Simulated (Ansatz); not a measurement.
# Calculations on H

### Relaxation

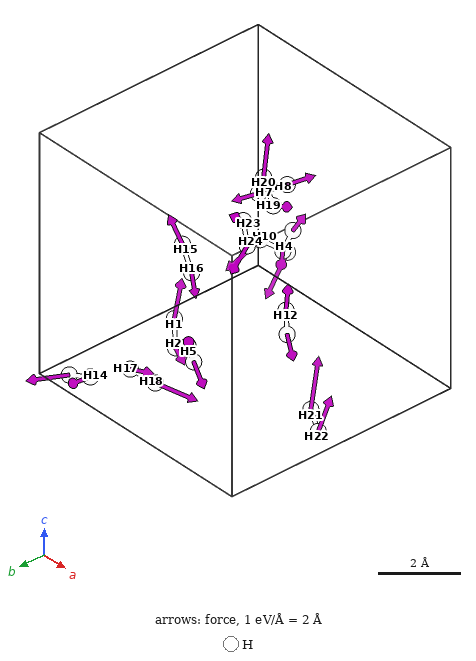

Starting geometry of an amorphous cell of composition H with the computed forces as purple arrows. The picture is a ball-and-stick view of the cell of the calculation, seen from a free direction.

The cell holds 12 H2. The run prepares the start of a later molecular dynamics calculation, from a guessed geometry.

These are results of DFT PBE, scalar-relativistic, plane waves, PAW in Ansatz 0.2.0, not measurements. Set-up: plane-wave cutoff 420 eV; k-point mesh 1 × 1 × 1; occupations fermi dirac; smearing width 0.05 eV; no spin polarisation; atoms relaxed in a fixed cell; force threshold 0.3 eV/Å; at most 15 steps.

> What follows when this structure is relaxed?

It isn't relaxed: the largest force vector, on an H atom, is 0.68 eV/Å. The final displacements follow the starting forces only in part (cosine between the two patterns 0.62). The atom that moves furthest is an H atom (0.57 Å roughly along [−1 2 −2]). The lattice vectors keep their values. Some distances before and after: H–H 0.737 → 0.752 Å. Over 4 geometry steps the energy falls by 1.475 eV per cell of the calculation. The largest force component goes from 0.61 to 0.15 eV/Å.

Limits of the set-up: the periodic images lie only 7.1 Å apart, so the values are limited by the cell's size.

### Dynamics

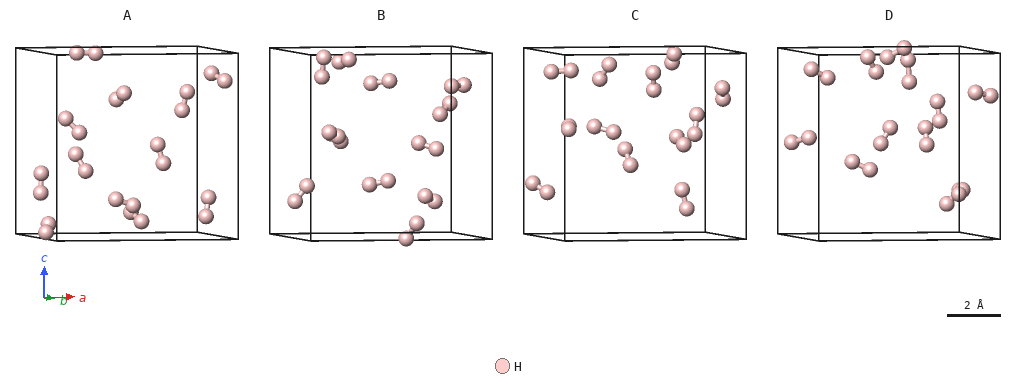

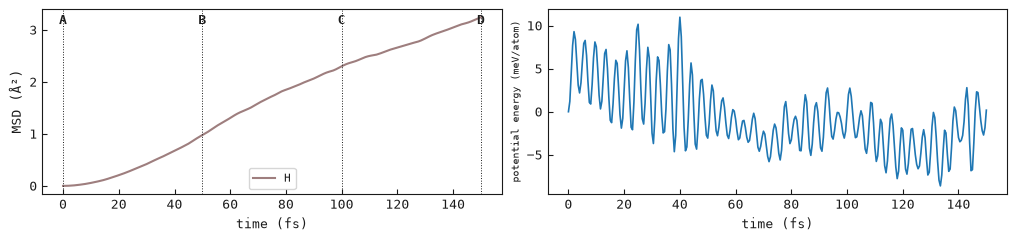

First-principles dynamics of a periodic cell with 12 H2 at 0.112 g/cm³, 150 fs long. Frames (A at 0 fs, B at 50 fs, C at 100 fs, D at 150 fs) and the history of the run. The picture is a ball-and-stick view of the simulation cell, seen from a free direction. Atoms that leave the cell re-enter on the other side.

All numbers below come from Ansatz, DFT PBE, scalar-relativistic, plane waves, PAW. Set-up: plane-wave cutoff 420 eV; k-point mesh 1 × 1 × 1; Fermi-Dirac smearing 0.05 eV; Langevin thermostat (NVT); set temperature 350 K; time step 0.5 fs; friction 0.02 per fs.

**Describe the run.**

In the second half of the run the atoms are, in the root-mean-square, this far from where they began (common drift taken out): H 1.58 Å. The molecules turn and drift from their places. The mean temperature in the second half is 353 K (standard deviation 44 K). The potential energy in the second half lies on average 2.5 meV per atom below the first frame.

Limits of the set-up: the periodic images lie only 7.1 Å apart, so the values are limited by the cell's size.

### Dynamics

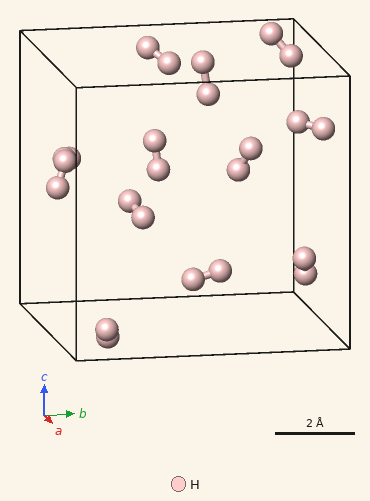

Starting frame of a dynamics run of a periodic cell with 12 H2 at 0.112 g/cm³. It starts from the last geometry of an earlier run, with fresh velocities. A ball-and-stick model of the simulation cell, seen slightly off an axis.

Method: DFT PBE, scalar-relativistic, plane waves, PAW in Ansatz.

Input file:
```yaml
crystal:
  lattice:
    - [7.113787, 0.0, 0.0]
    - [0.0, 7.113787, 0.0]
    - [0.0, 0.0, 7.113787]
  atoms:
    - { symbol: H, position: [0.59533201, 1.03709015, 0.64143675] }
    - { symbol: H, position: [0.60882031, 1.00729151, 0.54851117] }
    - { symbol: H, position: [0.82459502, 0.3174219, 0.75197175] }
    - { symbol: H, position: [0.83429702, 0.32922046, 0.64828121] }
    - { symbol: H, position: [0.17750298, 0.50371577, -0.1073595] }
    - { symbol: H, position: [0.10231541, 0.44152709, -0.06310943] }
    - { symbol: H, position: [0.61554356, 0.5562383, 0.86861268] }
    - { symbol: H, position: [0.61287185, 0.53722762, 0.98606618] }
    - { symbol: H, position: [0.9199452, 0.82216157, 0.81922341] }
    - { symbol: H, position: [0.98517705, 0.90124651, 0.8046622] }
    - { symbol: H, position: [0.35443621, 0.32309876, 0.43295812] }
    - { symbol: H, position: [0.44525173, 0.3530625, 0.39025984] }
    - { symbol: H, position: [0.32076613, 0.8478518, 0.01607493] }
    - { symbol: H, position: [0.35192889, 0.91344501, -0.06149833] }
    - { symbol: H, position: [0.46834255, 0.74265606, 0.63109818] }
    - { symbol: H, position: [0.42459748, 0.70612795, 0.54507743] }
    - { symbol: H, position: [0.57650293, 1.19724324, -0.01201435] }
    - { symbol: H, position: [0.67435279, 1.17396627, 0.03570828] }
    - { symbol: H, position: [0.05662017, 0.16380781, 0.53331447] }
    - { symbol: H, position: [0.16078015, 0.12428891, 0.55601907] }
    - { symbol: H, position: [0.82088212, 0.86521248, 0.29711775] }
    - { symbol: H, position: [0.74710438, 0.88489783, 0.22468678] }
    - { symbol: H, position: [-0.08693189, 0.53877326, 0.28465897] }
    - { symbol: H, position: [-0.08507238, 0.43932853, 0.25809054] }
basis:
  ecutwfc: 420.0
kpoints:
  mp_grid: { grid: [1, 1, 1] }
hamiltonian:
  xc: pbe
scf:
  occupations: { method: fermi_dirac, width: 0.002 }
  lower_state_search: "off"
  max_iter: 100
md:
  timestep: 0.5
  n_steps: 200
  ensemble: nvt_langevin
  temperature: 350.0
  initial_velocities: maxwell_boltzmann
  seed: 650343
  friction: 0.005
```

Run as
```bash
ansatz run input.yaml --threads 1 --pin off --max-ram 3072MiB --backend cpu --events-out ev --progress --plain --runs-dir out
```

Question: What does the trajectory do?

Answer: Over the second half the temperature averages 350 K (spread ±44 K). The potential energy in the second half lies on average 4.7 meV per atom above the first frame. In the second half of the run the atoms are, in the root-mean-square, this far from where they began (common drift taken out): H 1.15 Å. The molecules turn and drift from their places.

Along the run (each row but the first and the last is the mean over the interval that it begins):

```
time (fs)  potential energy (meV/atom)  T (K)
      0.0                          0.0    335
     10.0                          3.0    288
     20.0                          4.8    298
     30.0                          7.0    306
     40.0                          8.0    304
     50.0                          4.4    312
     60.0                          6.1    330
     70.0                          6.6    351
     80.0                          4.2    375
     90.0                          2.0    384
    100.0                          5.0    348
```

The paths of the atoms:

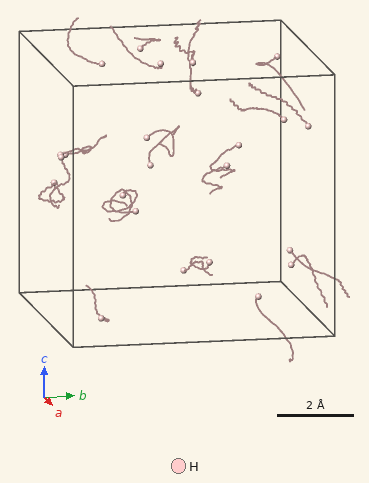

Limits of the set-up: the periodic images lie only 7.1 Å apart, so the values are limited by the cell's size.

Cost: 2 min on 1 thread of Arm Neoverse V2, on a shared host, peak memory 0.3 GiB.
